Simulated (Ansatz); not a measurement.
FH5N2Si (SMILES N[SiH](N)F)

```yaml
atoms:
  - { symbol: F, position_ang: [-3.8172, -0.5812, 2.5216] }
  - { symbol: N, position_ang: [-1.0288, -0.7531, 1.8910] }
  - { symbol: N, position_ang: [-2.5343, 1.5481, 1.6059] }
  - { symbol: Si, position_ang: [-2.5971, -0.1734, 1.4929] }
  - { symbol: H, position_ang: [-0.5559, -0.4216, 2.7347] }
  - { symbol: H, position_ang: [-0.7489, -1.7050, 1.6477] }
  - { symbol: H, position_ang: [-2.9636, -0.8384, 0.1984] }
  - { symbol: H, position_ang: [-1.8258, 2.0636, 1.0807] }
  - { symbol: H, position_ang: [-3.4031, 2.0807, 1.6829] }
```

Geometry: PBE-D3(BJ)/def2-SVP.

All numbers below come from Ansatz, isolated molecule in a Gaussian basis; Kohn-Sham density functional theory, functional PBE0.

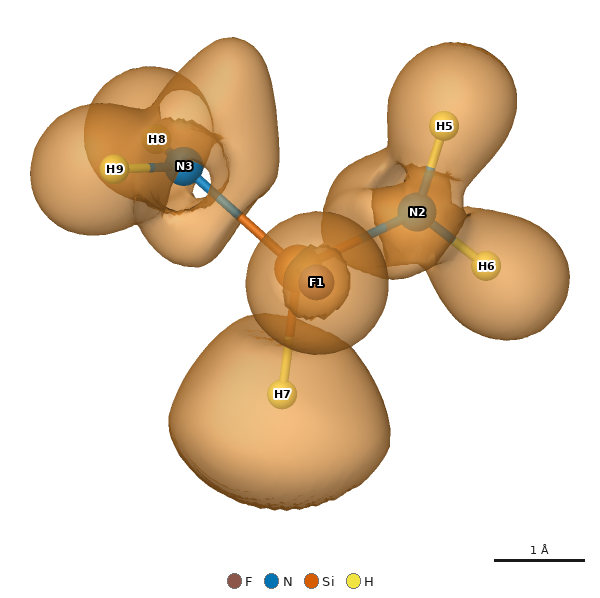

Figure 1. Isosurface of the electron localisation function at 0.75 (orange), seen at a tilt. Only the valence region is drawn (cores and ρ < 0.01 e/Å³ removed).

Where are the electrons localised?

At this value the surface marks out one region around a hydrogen nucleus, one region wrapped around F (its lone pairs, merged into a ring or cap) and two joined regions spread over several atoms (H, N), in which their bonds and any lone pairs are merged.


Si–F (1.65 Å): the ELF peaks at about 0.85 in the valence shell of F, 0.6 Å from its nucleus, and is about 0.55 at the midpoint. Si–N (1.72 Å): the ELF peaks at about 0.90 between the atoms, as expected for a shared but strongly polarised pair.

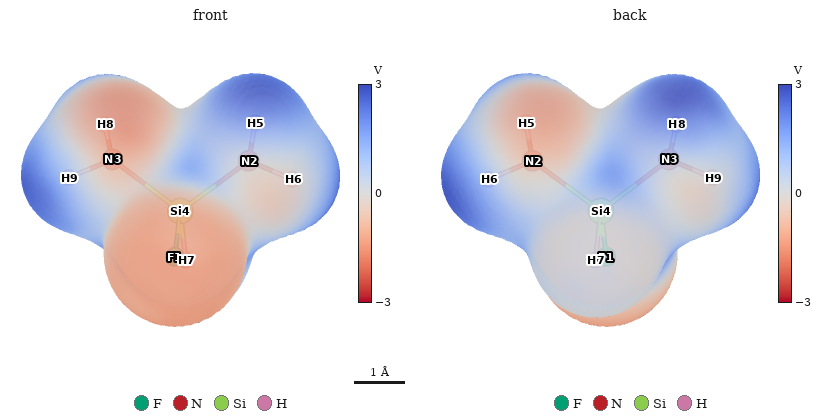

Figure 2. The molecular electrostatic potential painted on the density surface at 0.004 e/bohr³, seen from the front and from behind; the colour scale runs from red (negative) to blue (positive).

Which sites attract a positive test charge, and which a negative one?

A positive charge is drawn to the negative regions and a negative charge to the positive ones. The most negative region (about −1.4 V) lies over F1 and N3, the most positive (about +2.7 V) over H5, H6 and H8.

How polar is the molecule by this calculation?

Its dipole moment is 1.94 D.

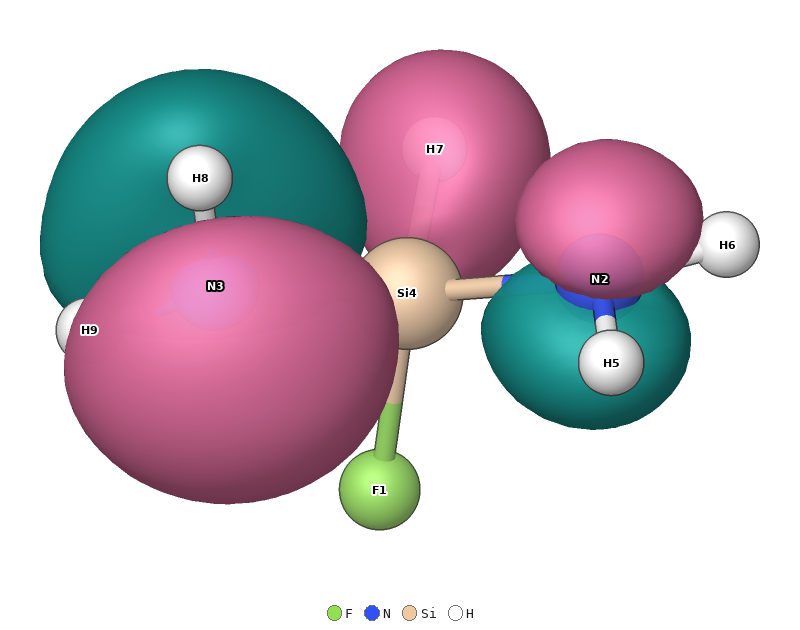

Figure 3. The HOMO at ±0.1 Å⁻³ᐟ² (teal and pink are the two phases), seen from one side.

Where does this orbital lie, and at what energy?

It lies mainly on N3 (about 60 %), Si4 (about 15 %) and N2 (about 10 %). Its energy is −7.76 eV.
